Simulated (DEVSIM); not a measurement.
Structure: Schottky contact on n-type Ge, at 500 K.

```tsv
layer (left to right)	material	thickness (μm)	Nd (cm⁻³)	τn (s)	τp (s)
1	Ge	1.60	3.7e16	4.8e-7	4.8e-7
```

Left contact: Schottky, work function 4.38 eV, emission velocity 4.7e6 cm/s. Right contact: ohmic. Voltage is applied to the left contact. Recombination: SRH at mid-gap. Mobility is μmin + (μ − μmin)/(1 + (N/Nref)^α).

Constants are typed, rounded textbook-type inputs, not results; the design itself was drawn at random and stands for no fabricated device. Values at 300 K; Nc and Nv go as T^1.5, mobilities as T to minus their exponent, the gap by Varshni's rule with the affinity fixed.

```csv
parameter,Ge
gap (eV),0.664
affinity (eV),4
permittivity,16
Nc (cm⁻³),1.04e19
Nv (cm⁻³),6e18
μn (cm²/Vs),3900
μp (cm²/Vs),1900
"μn,min",150
"μp,min",100
"Nref,n",2.6e17
"Nref,p",4e17
αn,0.56
αp,0.6
T exponent of μn,1.66
T exponent of μp,2.33
Varshni α (eV/K),0.000477
Varshni β (K),235
```

Model (solved in DEVSIM): 1D drift-diffusion, Boltzmann statistics, complete ionisation; no tunnelling, impact ionisation, image-force lowering or self-heating. Metal contacts follow the ideal Schottky-Mott rule: no Fermi-level pinning, no interface dipoles.

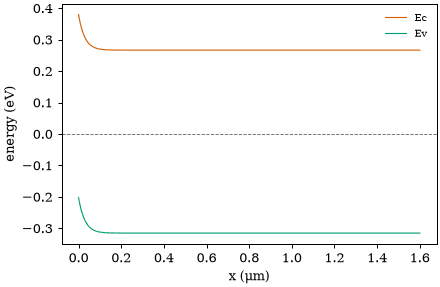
Figure: Band edges at zero bias

Energies count from the Fermi level of the right contact; mesh points crowd at the junctions.

```json
[
 {"x (μm)": "0.000", "Ec (eV)": "0.380", "Ev (eV)": "-0.202", "n (cm⁻³)": "3.3e15", "p (cm⁻³)": "1.2e17", "field (V/cm)": "-39000"},
 {"x (μm)": "0.009226", "Ec (eV)": "0.349", "Ev (eV)": "-0.233", "n (cm⁻³)": "6.8e15", "p (cm⁻³)": "5.8e16", "field (V/cm)": "-28000"},
 {"x (μm)": "0.02008", "Ec (eV)": "0.324", "Ev (eV)": "-0.258", "n (cm⁻³)": "1.2e16", "p (cm⁻³)": "3.2e16", "field (V/cm)": "-19000"},
 {"x (μm)": "0.03678", "Ec (eV)": "0.299", "Ev (eV)": "-0.283", "n (cm⁻³)": "2.2e16", "p (cm⁻³)": "1.8e16", "field (V/cm)": "-11000"},
 {"x (μm)": "0.07035", "Ec (eV)": "0.276", "Ev (eV)": "-0.306", "n (cm⁻³)": "3.7e16", "p (cm⁻³)": "1.1e16", "field (V/cm)": "-3500"},
 {"x (μm)": "0.1007", "Ec (eV)": "0.270", "Ev (eV)": "-0.312", "n (cm⁻³)": "4.3e16", "p (cm⁻³)": "9.2e15", "field (V/cm)": "-1100"},
 {"x (μm)": "0.1474", "Ec (eV)": "0.267", "Ev (eV)": "-0.315", "n (cm⁻³)": "4.5e16", "p (cm⁻³)": "8.7e15", "field (V/cm)": "-200"},
 {"x (μm)": "0.2311", "Ec (eV)": "0.267", "Ev (eV)": "-0.315", "n (cm⁻³)": "4.6e16", "p (cm⁻³)": "8.6e15", "field (V/cm)": "≈ 0"},
 {"x (μm)": "0.3263", "Ec (eV)": "0.267", "Ev (eV)": "-0.315", "n (cm⁻³)": "4.6e16", "p (cm⁻³)": "8.6e15", "field (V/cm)": "≈ 0"},
 {"x (μm)": "0.4571", "Ec (eV)": "0.267", "Ev (eV)": "-0.315", "n (cm⁻³)": "4.6e16", "p (cm⁻³)": "8.6e15", "field (V/cm)": "≈ 0"},
 {"x (μm)": "0.6365", "Ec (eV)": "0.267", "Ev (eV)": "-0.315", "n (cm⁻³)": "4.6e16", "p (cm⁻³)": "8.6e15", "field (V/cm)": "≈ 0"},
 {"x (μm)": "0.9207", "Ec (eV)": "0.267", "Ev (eV)": "-0.315", "n (cm⁻³)": "4.6e16", "p (cm⁻³)": "8.6e15", "field (V/cm)": "≈ 0"},
 {"x (μm)": "1.112", "Ec (eV)": "0.267", "Ev (eV)": "-0.315", "n (cm⁻³)": "4.6e16", "p (cm⁻³)": "8.6e15", "field (V/cm)": "≈ 0"},
 {"x (μm)": "1.236", "Ec (eV)": "0.267", "Ev (eV)": "-0.315", "n (cm⁻³)": "4.6e16", "p (cm⁻³)": "8.6e15", "field (V/cm)": "≈ 0"},
 {"x (μm)": "1.373", "Ec (eV)": "0.267", "Ev (eV)": "-0.315", "n (cm⁻³)": "4.6e16", "p (cm⁻³)": "8.6e15", "field (V/cm)": "≈ 0"},
 {"x (μm)": "1.434", "Ec (eV)": "0.267", "Ev (eV)": "-0.315", "n (cm⁻³)": "4.6e16", "p (cm⁻³)": "8.6e15", "field (V/cm)": "≈ 0"},
 {"x (μm)": "1.486", "Ec (eV)": "0.267", "Ev (eV)": "-0.315", "n (cm⁻³)": "4.6e16", "p (cm⁻³)": "8.6e15", "field (V/cm)": "≈ 0"},
 {"x (μm)": "1.524", "Ec (eV)": "0.267", "Ev (eV)": "-0.315", "n (cm⁻³)": "4.6e16", "p (cm⁻³)": "8.6e15", "field (V/cm)": "≈ 0"},
 {"x (μm)": "1.557", "Ec (eV)": "0.267", "Ev (eV)": "-0.315", "n (cm⁻³)": "4.6e16", "p (cm⁻³)": "8.6e15", "field (V/cm)": "≈ 0"},
 {"x (μm)": "1.575", "Ec (eV)": "0.267", "Ev (eV)": "-0.315", "n (cm⁻³)": "4.6e16", "p (cm⁻³)": "8.6e15", "field (V/cm)": "≈ 0"},
 {"x (μm)": "1.589", "Ec (eV)": "0.267", "Ev (eV)": "-0.315", "n (cm⁻³)": "4.6e16", "p (cm⁻³)": "8.6e15", "field (V/cm)": "≈ 0"},
 {"x (μm)": "1.600", "Ec (eV)": "0.267", "Ev (eV)": "-0.315", "n (cm⁻³)": "4.6e16", "p (cm⁻³)": "8.6e15", "field (V/cm)": "≈ 0"}
]
```
